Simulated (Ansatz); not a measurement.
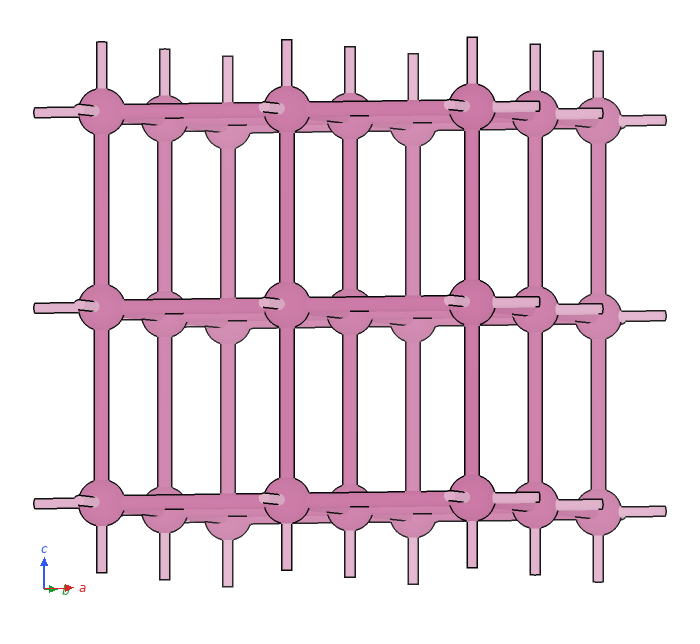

The picture shows a finite piece of the underlying net of a crystal structure, nodes on the atoms' positions. Nodes are coloured by topological kind. Short stubs are edges that leave the cut-out.

What net is this?

Answer. A uninodal 6-connected, three-periodic net. It is the pcu net, known from NaCl, ReO3 and the B-X framework of perovskite.

Give point symbol and coordination sequence.

Answer. 4^12.6^3, sequence 6, 18, 38, 66, 102, 146.

Origin of the net. MgO (space group Fm-3m, No. 225). Coordinates: the input geometry of an electronic-structure calculation (not necessarily at equilibrium). Bonds are taken as Mg–O below 2.4 Å; no other contact counts. Simplification: prune 0- and 1-connected atoms, fold 2-connected ones into links. Mg and O are 6-connected nodes.
